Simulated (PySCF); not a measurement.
## Electronic structure of C$_{7}$H$_{12}$SSi (SMILES C#C/C(CC)=C(\C)S[SiH3]) in real space

```xyz
21

C    -2.1521    2.2829    1.0632
C    -1.4722    1.3451    0.7428
C    -0.7270    0.1911    0.4066
C    -1.3404   -1.1131    0.8372
C    -2.3247   -1.6172   -0.2177
C     0.4228    0.2976   -0.2778
C     1.0057    1.5958   -0.7322
S     1.3045   -1.1710   -0.7589
Si    3.3616   -0.7068   -0.3561
H    -2.7320    3.1136    1.3355
H    -0.5520   -1.8547    0.9767
H    -1.8638   -0.9696    1.7853
H    -2.7822   -2.5485    0.1075
H    -1.8037   -1.7936   -1.1555
H    -3.1088   -0.8818   -0.3857
H     1.2427    1.5510   -1.7948
H     0.2990    2.4046   -0.5587
H     1.9273    1.8162   -0.1897
H     3.9827   -2.0144   -0.4655
H     3.4369   -0.1451    0.9871
H     3.8668    0.2346   -1.3498
```

Geometry: GFN2-xTB.

Computed with PBE0/pcSseg-1, SCF density, gas phase, non-relativistic (PySCF).

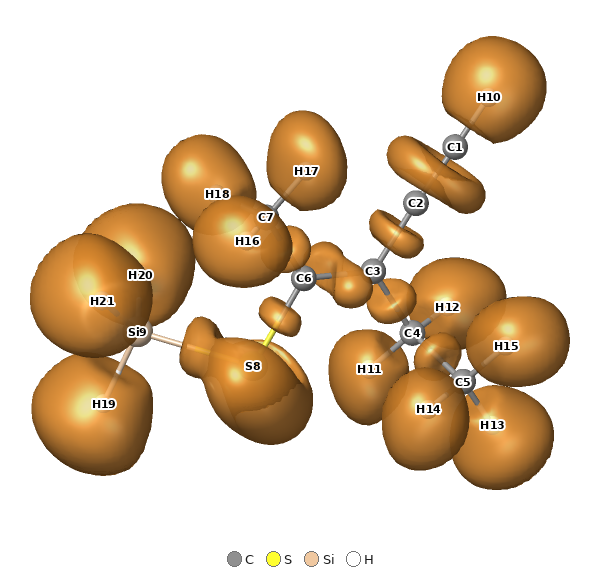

Figure 1. Isosurface of the ELF at 0.8 (orange), seen at a tilt. Only the valence region is drawn (cores and ρ < 0.01 e/Å³ removed).

Identify the bonds, lone pairs and shells in this picture.

Answer. At this value the surface marks out six regions between bonded C–C atoms (shared pairs), one region between bonded C–S atoms (shared pairs), twelve regions around hydrogen nuclei and one region on S in which the atom's valence shell and bonds are merged.


C–C (1.20 Å): the ELF peaks at about 0.85 between the atoms (a multiple bond). C–S (1.78 Å): the ELF peaks at about 0.90 between the atoms (a shared electron pair).

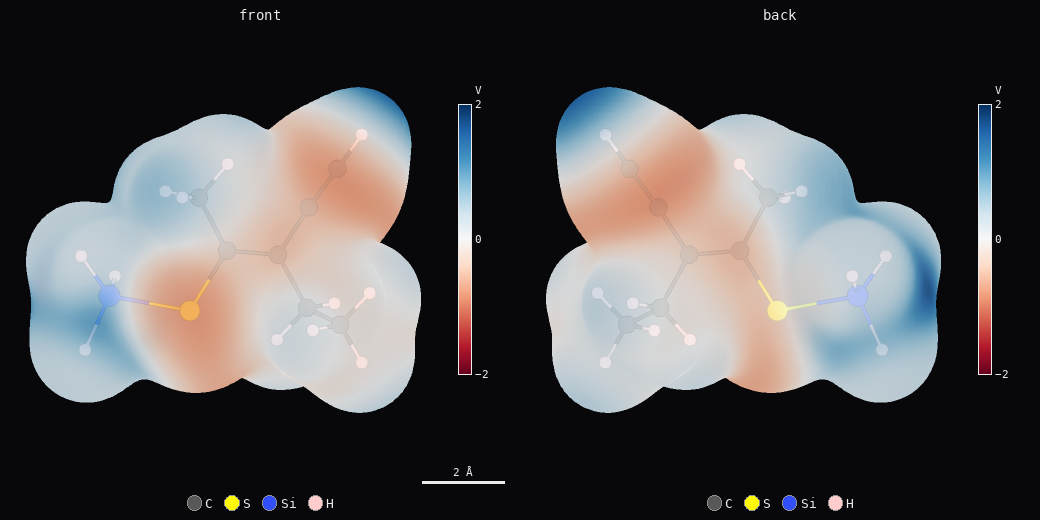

Figure 2. The molecular electrostatic potential painted on the density surface at 0.002 e/bohr³, seen from the front and from behind; the colour scale runs from red (negative) to blue (positive).

Which sites attract a positive test charge, and which a negative one?

Answer. A positive charge is drawn to the negative regions and a negative charge to the positive ones. The most negative region (about −0.9 V) lies over C1, C2 and S8, the most positive (about +1.6 V) over Si9.

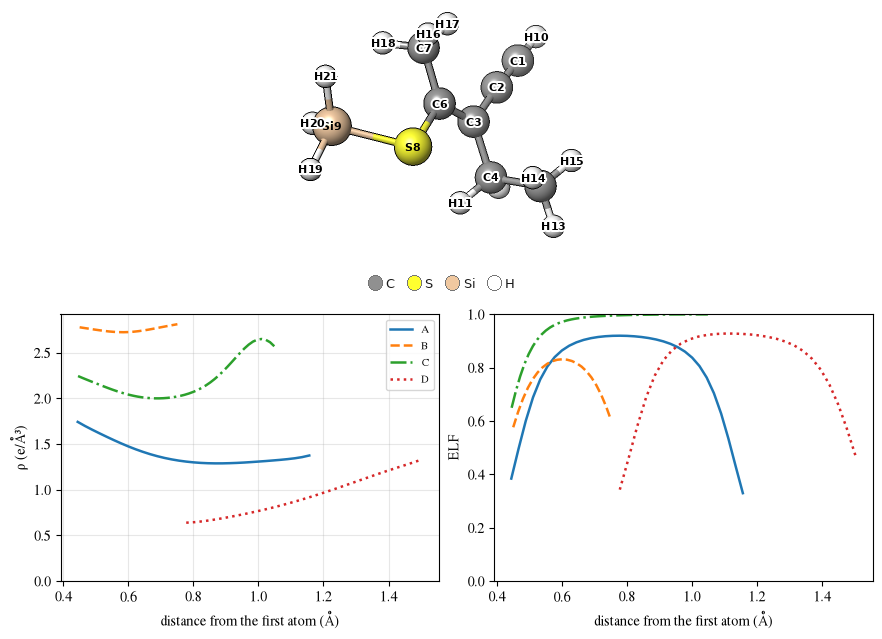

Figure 3. Total electron density and ELF along straight lines between neighbouring atoms. The curves leave out the atomic cores. The structure is drawn too.

Which curve belongs to which contact (C–C, C–H, C–S and Si–S)? The first atom named is at distance zero.

Answer. Curve A: C–S (1.78 Å): ρ is about 1.3 e/Å³ halfway; the ELF peaks at about 0.90 between the atoms; a covalent bond. Curve B: C–C (1.20 Å): ρ is about 2.7 e/Å³ halfway; the ELF peaks at about 0.85 between the atoms (a short, multiple covalent bond). Curve C: C–H (1.05 Å): the density is about 2.1 e/Å³ at the midpoint; the ELF climbs to about 1 towards the hydrogen, as it does in any bond to H: a covalent bond by its length. Curve D: Si–S (2.15 Å): ρ at the midpoint is about 0.83 e/Å³; the ELF peaks at about 0.95 between the atoms (a shared electron pair).
